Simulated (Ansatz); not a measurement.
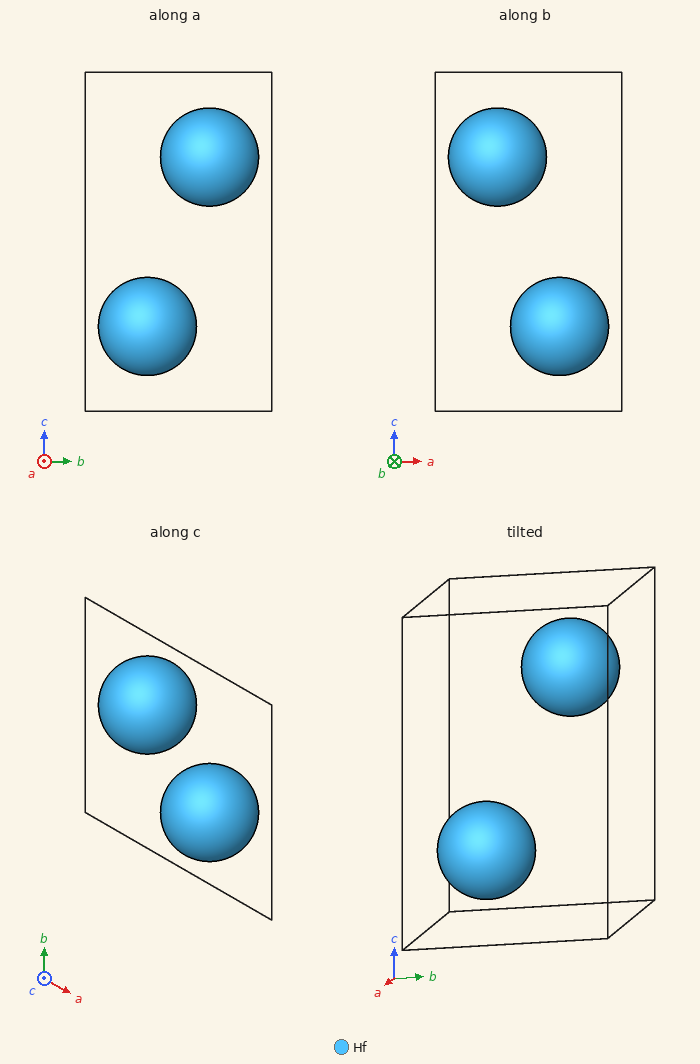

The crystal in a spheres-only representation, seen along the a axis, along the b axis, along the c axis and slightly off an axis. Atoms at the boundary of the conventional unit cell (the box) are drawn once for each face, edge or corner they touch.

Lattice parameters: a = 3.212 Å, b = 3.212 Å, c = 5.059 Å, α = 90.00°, β = 90.00°, γ = 120.00°. Put a along x and b in the xy plane.

Express the structure as a POSCAR file.

```
Hf
1.0
     3.212    0.000    0.000
    -1.606    2.782    0.000
     0.000    0.000    5.059
Hf
2
Direct
  0.3333 0.6667 0.7500
  0.6667 0.3333 0.2500
```

Its origin is the standard structure of this element. Earlier steps of the study may have refined or changed the cell and positions. It went into a calculation with Ansatz.
